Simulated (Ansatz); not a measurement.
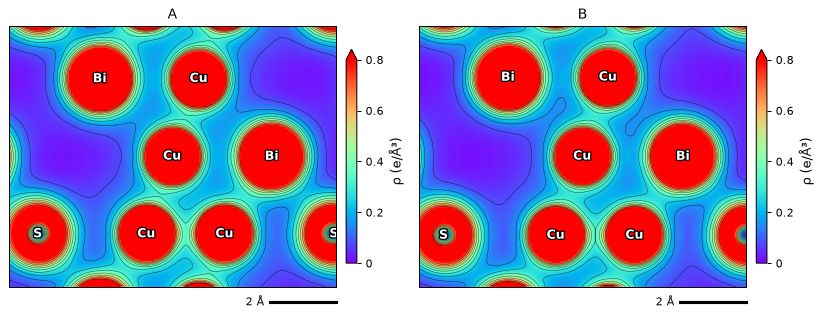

Cu$_{4}$Bi$_{2}$S. The valence charge density (pseudo) of two cells that differ in size and shape, on the (110) plane of each (indices in the axes of the calculation cell), at one length scale and on one colour scale; one has 18.0 and the other 19.2 Å³ an atom.

Space group P-3m1; a generated structure, not necessarily the stable one; computed without spin polarisation.

The calculation used DFT PBE, scalar-relativistic, plane waves, PAW (Ansatz).

In a PAW calculation such maps are meaningful between the atoms, not at the nuclei.

Which is the denser cell? Describe the effect of the change.

Panel A is the smaller cell, by 6 % in volume. From the larger cell to the smaller, Cu–Bi goes from 2.78 to 2.73 Å, and the density at its midpoint from 0.28 to 0.31 e/Å³; Cu–Cu goes from 2.37 to 2.35 Å; the pressure goes from 0.0 to 6 GPa.
